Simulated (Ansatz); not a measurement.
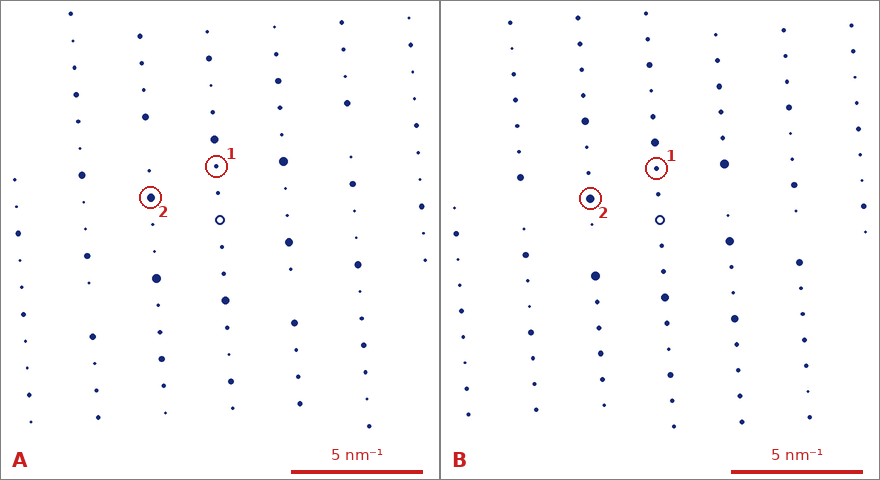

Kinematic electron diffraction patterns (200 kV, B = 0.5 Å², same scale) along [100] of the run's own cell, for the start and the end of one relaxation of Cs3O2 with DFT PBE, scalar-relativistic, plane waves, PAW in Ansatz 0.2.0. k mesh 12×12×4. The start is a generated model structure, and the relaxation ends in the nearest stationary point of its symmetry, not necessarily the ground state. Spot 1 is 0 0 -2 and spot 2 is 0 1 -1 in both.

Start structure:

```yaml
crystal:
  lattice:
    - [4.45724, 0.00000, 0.00000]
    - [-2.22862, 3.86008, 0.00000]
    - [0.00000, 0.00000, 9.65103]
  atoms:
    - { symbol: Cs, position: [0.00000, 0.00000, 0.00000] }
    - { symbol: Cs, position: [0.33333, 0.66667, 0.68151] }
    - { symbol: Cs, position: [0.66667, 0.33333, 0.31849] }
    - { symbol: O, position: [0.33333, 0.66667, 0.20325] }
    - { symbol: O, position: [0.66667, 0.33333, 0.79675] }
```

Which pattern belongs to the start structure, and which to the relaxed one?

A is the start: its cell gives d(1) = 4.826 Å, d(2) = 3.584 Å and an angle of 68.2°. B is the relaxed structure, with d(1) = 5.029 Å (+4.2 %), d(2) = 3.573 Å (-0.3 %) and 69.2°.

Name reflections whose intensity changes strongly on relaxation.

0 0 4 goes from 4.8 to 9.7 % of the strongest spot; 0 1 6 goes from 4.5 to 8.9 % of the strongest spot.

Summarise the relaxation behind the change.

The volume changed by +2.2 % to 33.93 Å³ an atom; with the mean shift removed, the atoms moved by up to 0.08 Å relative to the cell (O most); the space group stayed P-3m1 (No. 164); the free energy fell by 1 meV an atom. Relaxed cell: a = 4.413 Å, b = 4.413 Å, c = 10.059 Å, α = 90.00°, β = 90.00°, γ = 120.00°.
